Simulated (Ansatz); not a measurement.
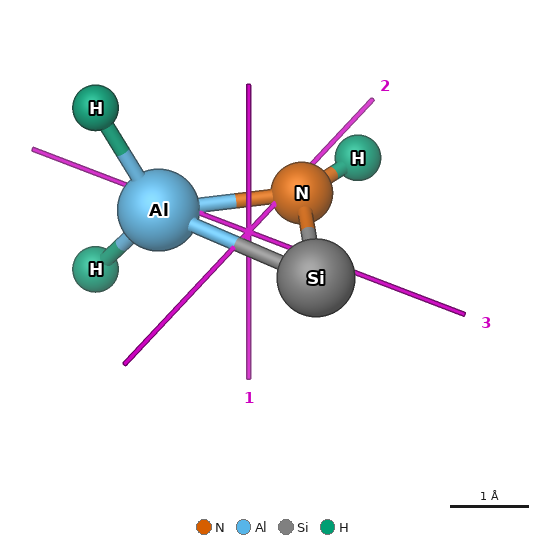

The three principal axes of inertia are drawn and numbered. Depth is shown by fading: the farther an atom, the more it takes the colour of the background. The species has charge −1 and is a spin singlet. The geometry was computed by an optimisation with PBE0-D4/def2-TZVPD. No frequency run is at hand to confirm it as a minimum. Masses are those of the most abundant isotopes; constants are for the rigid equilibrium geometry.

### Which line is the a axis (least moment of inertia), which b and which c?

a is line 3, b is line 2, c is line 1; the moments are 27.1, 94.9, 115 u Å².

### Classify the rotor and give the rotational constants (cm⁻¹).

An asymmetric top (Cs): A = 0.623, B = 0.178, C = 0.147 cm⁻¹. Ray's parameter κ is −0.87, close to the prolate limit.
